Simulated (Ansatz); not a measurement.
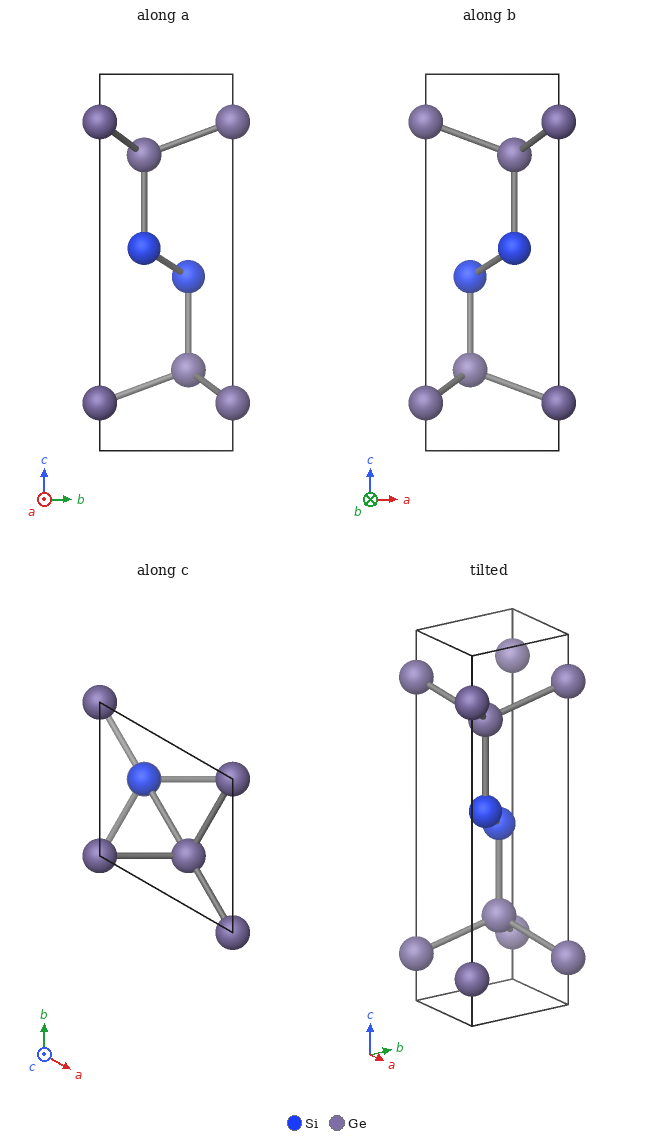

Structure drawing (ball-and-stick), viewed along the a axis, along the b axis, along the c axis and slightly off an axis. The lines enclose the conventional unit cell; boundary atoms appear with their images.

Lattice parameters: a = 3.9969 Å, b = 3.9969 Å, c = 9.7989 Å, α = 90.000°, β = 90.000°, γ = 120.000°.

Q: Express the structure as a CIF in P1 with every atom of the cell, with free fractional coordinates to two decimals.

A:
```cif
data_structure
_symmetry_space_group_name_H-M 'P 1'
_symmetry_Int_Tables_number 1
_cell_length_a 3.9969
_cell_length_b 3.9969
_cell_length_c 9.7989
_cell_angle_alpha 90.000
_cell_angle_beta 90.000
_cell_angle_gamma 120.000
_cell_volume 135.57
loop_
_atom_site_label
_atom_site_type_symbol
_atom_site_fract_x
_atom_site_fract_y
_atom_site_fract_z
_atom_site_occupancy
Si1 Si 0.6667 0.3333 0.54 1
Ge1 Ge 0.3333 0.6667 0.21 1
Ge2 Ge 0.00 0.00 0.87 1
Si2 Si 0.3333 0.6667 0.46 1
Ge3 Ge 0.00 0.00 0.13 1
Ge4 Ge 0.6667 0.3333 0.79 1
```

The structure comes from a structure type filled with these elements by a generator (whether the compound takes this form wasn't checked). The final geometry of a relaxation with DFT, PBE, plane waves, PAW in Ansatz 0.2.0 is shown.
